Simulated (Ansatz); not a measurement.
# What a change does: single-point calculation on C$_{6}$H$_{4}$Si

System: C$_{6}$H$_{4}$Si, SMILES c1ccc2c(c1)[Si]2.
Method of the first run: RKS PBE-D4/def2-TZVPP (Ansatz 0.2.0).

The geometry comes from this level: PBE0-D4/def2-TZVPP. Text and figures count atoms from 1; the logs count them from 0 in places.

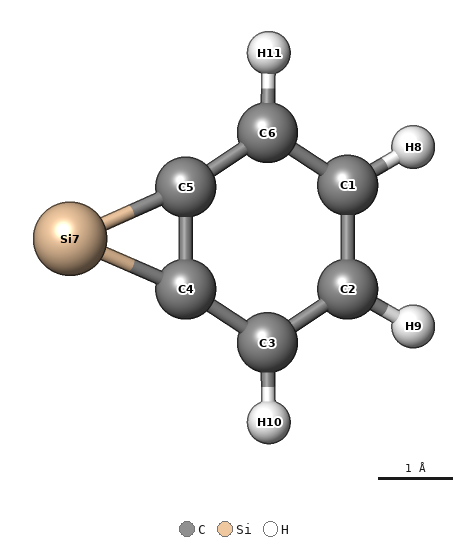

The structure (ball-and-stick view, seen at a tilt; atoms are numbered from 1 in the order of the input). Bond lengths as drawn: C–C 1.38 to 1.41 Å, C–H 1.08 Å and C–Si 1.82 Å.

**Input, the first run**
```yaml
crystal:
  periodic: [false, false, false]
  atoms:
    - { symbol: C, position_ang: [-1.90559468, -0.73645236, 0.07853523] }
    - { symbol: C, position_ang: [-1.92928036, 0.67590486, 0.03011972] }
    - { symbol: C, position_ang: [-0.77222057, 1.41798409, -0.02756462] }
    - { symbol: C, position_ang: [0.43073634, 0.70100339, -0.03581736] }
    - { symbol: C, position_ang: [0.45401332, -0.68694971, 0.01176089] }
    - { symbol: C, position_ang: [-0.72426446, -1.44156945, 0.07046357] }
    - { symbol: Si, position_ang: [2.12733265, 0.03366004, -0.05942845] }
    - { symbol: H, position_ang: [-2.85094588, -1.26653832, 0.12301715] }
    - { symbol: H, position_ang: [-2.89190531, 1.17583235, 0.03929317] }
    - { symbol: H, position_ang: [-0.80967209, 2.50134615, -0.06417227] }
    - { symbol: H, position_ang: [-0.72536894, -2.52554105, 0.10815298] }
basis:
  gaussian: { orbitals: def2-TZVPP }
hamiltonian:
  xc: pbe
  dispersion: d4
```

Launched with:
```bash
ansatz run input.yaml --threads 4 --pin off --max-ram 10240MiB --backend cpu --events-out ev --progress --plain --runs-dir out
```

Hardware: 4 threads of Intel Xeon (Sapphire Rapids), 64 GiB of memory available, shared host.

**Output (the first run)**
```
Engine: ansatz 0.2.0, x86_64-unknown-linux-gnu
Functional definition: PBE
  parameter kappa = 0.804
  parameter beta = 0.06672455060314922
  exchange = pbe_x(kappa = kappa, mu = beta*pi^2/3)
  correlation = pbe_c(beta = beta)
1604 factors; their error is unknown
mean field evaluation 1: about -14133.4242 eV, gradient 8.5e1 eV
mean field evaluation 2: about -14008.9069 eV, gradient 2.1e2 eV
mean field evaluation 4: about -14151.4991 eV, gradient 2.2e1 eV
mean field evaluation 8: about -14152.7576 eV, gradient 3.5e-1 eV
mean field evaluation 16: about -14152.7113 eV, gradient 2.0e-4 eV
mean field -14152.71133357 eV, -520.1025484563 hartree, gradient 2.7e-5 eV, S^2 0.000000; 0 other end points of the search recorded, 0 dependent functions left out
reference -14152.71137661 eV, -520.1025500380 hartree; 27, 27 occupied and 257, 257 virtual orbitals, 1604 factors
Total energy: -14153.08139743 eV, -520.1161480525 hartree
```

For the second run the input was changed thus:
```diff
-  xc: pbe
+  xc: { name: B3LYP }
```

How does the second run compare with the first run?

The total energies belong to different methods, so their difference says nothing on which is more stable or more accurate. The functional changes from PBE to B3LYP.

**Output (the second run)**
```
Engine: ansatz 0.2.0, x86_64-unknown-linux-gnu
Functional definition: B3LYP
  parameter a0 = 0.2
  parameter ax = 0.72
  parameter ac = 0.81
  exchange = (1 - a0 - ax)*slater_x + ax*b88_x + a0*exact_x
  correlation = (1 - ac)*vwn_rpa_c + ac*lyp_c
1607 factors; their error is unknown
mean field evaluation 1: about -14150.3125 eV, gradient 7.6e1 eV
mean field evaluation 2: about -14091.2020 eV, gradient 1.6e2 eV
mean field evaluation 4: about -14165.1465 eV, gradient 1.1e1 eV
mean field evaluation 8: about -14165.4055 eV, gradient 3.2e-1 eV
mean field evaluation 16: about -14165.4111 eV, gradient 5.1e-4 eV
mean field -14165.41106359 eV, -520.5692549265 hartree, gradient 8.0e-5 eV, S^2 0.000000; 0 other end points of the search recorded, 0 dependent functions left out
reference -14165.41133729 eV, -520.5692649849 hartree; 27, 27 occupied and 257, 257 virtual orbitals, 1607 factors
Total energy: -14166.01134763 eV, -520.5913149582 hartree
```

**The two runs side by side**

```tsv
quantity	the first run	the second run
outcome	converged	converged
total energy (hartree)	−520.116148	−520.591315
basis functions	284	284
wall time (shared host)	2.5 s	3.2 s
```
